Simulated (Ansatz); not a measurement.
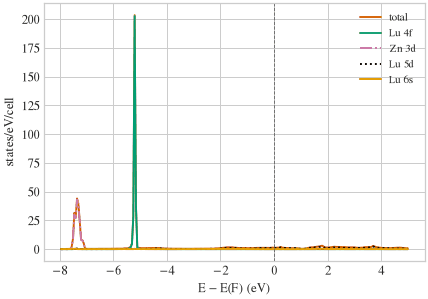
*Total and projected density of states of LuZn (CsCl type, Pm-3m), r²SCAN in the plane-wave PAW code Ansatz*

Problem. Which orbitals carry the states next to the Fermi level?

Solution. Within 0.5 eV of the Fermi level: Lu 5d 78 %, outside the projected shells 17 %. Projections are on Löwdin-orthogonalised atomic valence shells; empty p or d shells of many metals are not among them.

Problem. Where is the tallest occupied peak in this window, and what makes it?

Solution. Near -5.2 eV, about 200 states/eV per cell; the largest projected share is Lu 4f.

The workflow started from a Materials Project entry (that database holds measured and hypothetical structures alike); the Crystallography Open Database files this formula in space group No. 221, but the cells were not matched. Whether it is the stable phase at ambient conditions was not checked. The cell was relaxed with r²SCAN under the symmetry of its start; its stability against distortions is not shown here. Scalar-relativistic: spin–orbit coupling is off unless named, which matters more the heavier the elements.

Potentials: the later of the program's two PAW sets.
